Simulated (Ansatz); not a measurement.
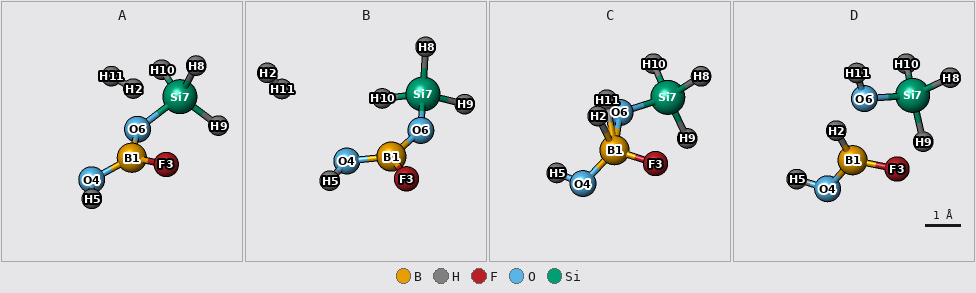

4 geometries from a converged minimum-energy path of BSiH6O2F, made up at the start of BH₂OF and SiH4O, shuffled. A ball-and-stick model, seen from a free direction.

Computed with RHF/6-31G* in Ansatz 0.2.0. Set-up: 7 movable images; climbing image; force threshold 0.05 eV/Å; iteration limit 60; starting path through a guess of the saddle point.

Which of them lies highest in energy?

C. In order along the path, whose images run from 0 to 8: D (image 1, +4.0 kJ/mol), C (image 3, +200.0 kJ/mol), B (image 5, −111.4 kJ/mol), A (image 7, −109.4 kJ/mol). Breaking: B1–H2 (1.19 → 1.40 at the top → 4.31 Å), O6–H11 (0.95 → 1.19 at the top → 3.89 Å). Forming: B1–O6 (2.74 → 1.56 at the top → 1.34 Å), H2–H11 (3.06 → 1.04 at the top → 0.73 Å).

Limits of the set-up: the start holds two separate molecules, 2.7 Å apart at their closest, whose relative position is a soft coordinate and is computed without a dispersion correction; Hartree-Fock leaves out electron correlation.

The run took 11 min on 1 thread of Arm Neoverse V1, on a shared host, peak memory 0.17 GiB.
